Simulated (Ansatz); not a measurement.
# C₂H₆ClNOSi: what the fields show

| atom | x (Å) | y (Å) | z (Å) |
| --- | --- | --- | --- |
| C | -1.3532 | -1.2346 | 0.6508 |
| N | -0.3939 | -0.4694 | -0.1038 |
| C | 0.4416 | 0.4244 | 0.4675 |
| O | 0.4846 | 0.6865 | 1.6594 |
| Si | 1.6756 | 1.3807 | -0.6359 |
| Cl | 1.4367 | 0.7986 | -2.6272 |
| H | -1.1628 | -2.3167 | 0.5667 |
| H | -1.2563 | -0.9389 | 1.7039 |
| H | -2.3835 | -1.0315 | 0.3172 |
| H | -0.3278 | -0.5934 | -1.1079 |
| H | 1.4005 | 2.8363 | -0.5260 |
| H | 3.0613 | 1.0603 | -0.2067 |

Method: Ansatz 0.2.0, RKS PBE0-D4/def2-SVP.

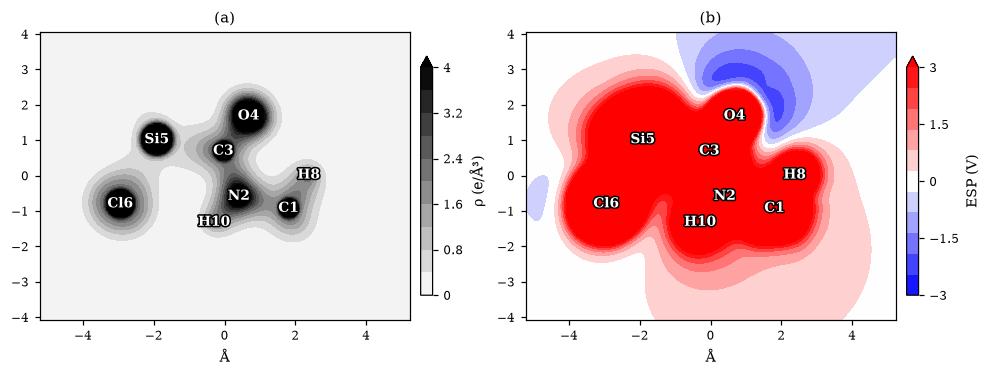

Figure 1. (a) electron density; (b) molecular electrostatic potential on the plane of atoms C1, N2 and C3.

Question: Read the bonding off the picture.

Answer:
- The section cuts through C, N, O, Si, Cl and H sites.
- C–O (1.22 Å): ρ is about 3.2 e/Å³ halfway.
- C–N (1.35 Å): ρ at the midpoint is about 2.4 e/Å³.
- C–Si (1.91 Å): ρ at the midpoint is about 0.94 e/Å³.
- Si–Cl (2.09 Å): ρ is about 0.81 e/Å³ halfway.
- N–H (1.01 Å): the density is about 2.9 e/Å³ at the midpoint.
- Outside the dense part of the molecule the potential is most negative (−2.2 V) near O4.

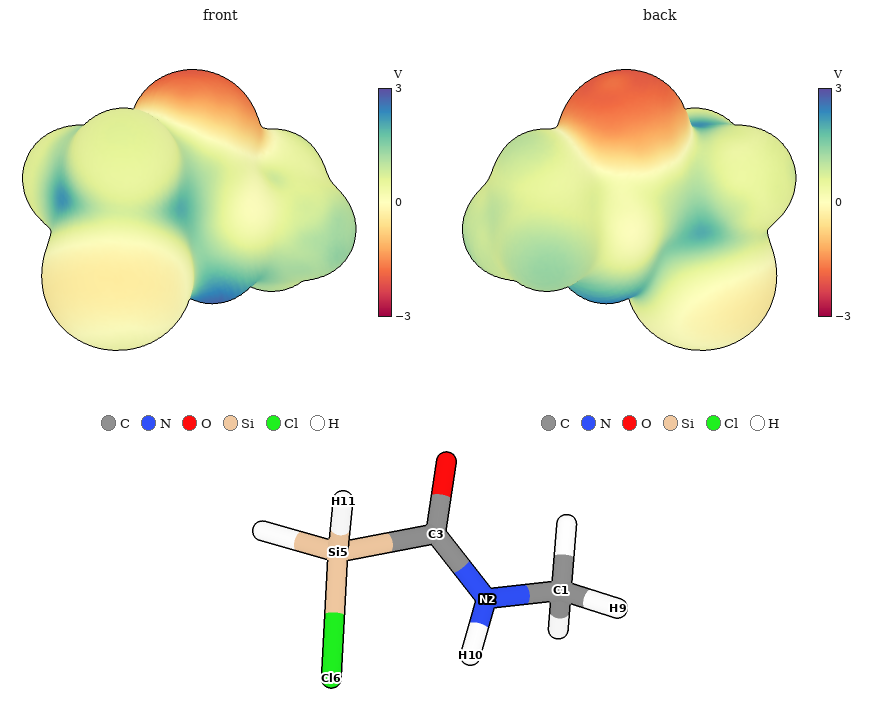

Figure 2. The molecular electrostatic potential painted on the density surface at 0.004 e/bohr³, seen from the front and from behind; red is negative and blue positive. The bare structure is drawn below in the same view.

Question: Which sites attract a positive test charge, and which a negative one?

Answer: A positive charge is drawn to the negative regions and a negative charge to the positive ones. The most negative region (about −2.0 V) lies over O4, the most positive (about +2.6 V) over H10. O4 is the likeliest acceptor of a hydrogen bond.

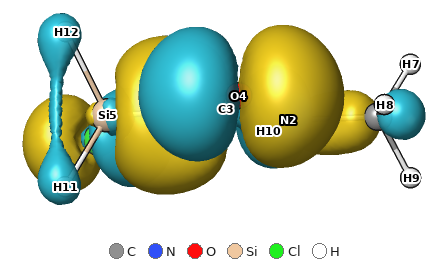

Figure 3. The HOMO at ±0.08 Å⁻³ᐟ² (yellow and cyan are the two phases), seen from one side.

Question: What is the character of this orbital?

Answer: Its weight (Hirshfeld) is mainly on O4 (about 55 %), C3 (about 15 %), Si5 (about 10 %), Cl6 (about 5 %) and N2 (about 5 %). Its energy is −7.12 eV.
